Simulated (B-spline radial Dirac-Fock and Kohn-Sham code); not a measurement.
V¹³⁺. Computed with a radial B-spline solver: independent-particle Coulomb rates on relativistic LDA orbitals, configuration-average energies from Dirac–Fock.

What should this plot look like? Auger groups that fill a K (1s) hole, as sticks. Kinetic energies count from the vacuum level; very weak lines are left out.

The strongest group is K-L2L3 at 3.991 keV (41 % of the non-radiative width), followed by K-L3L3 at 3.998 keV (23 %), K-L1L3 at 3.898 keV (17 %), K-L1L2 at 3.890 keV (9.1 %). The lines shown span 3.782 keV to 3.998 keV.

Here it is:

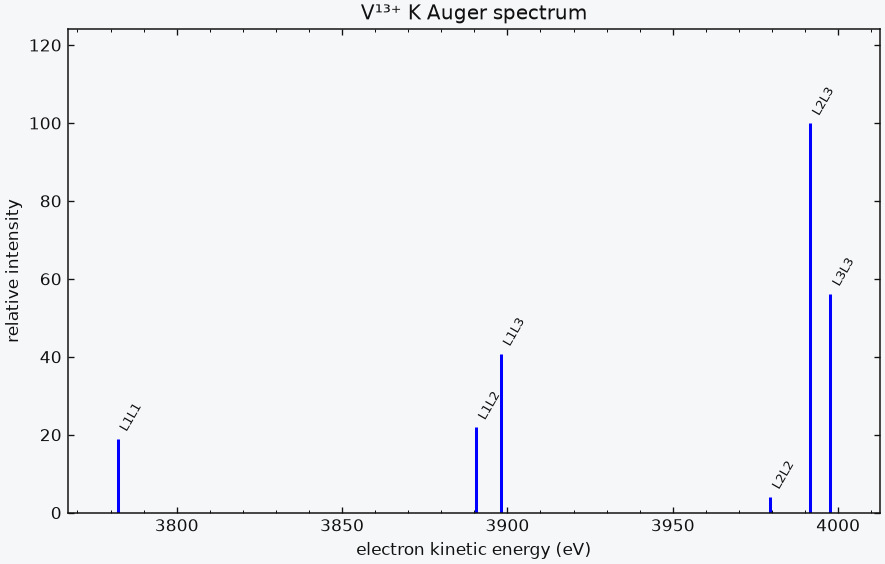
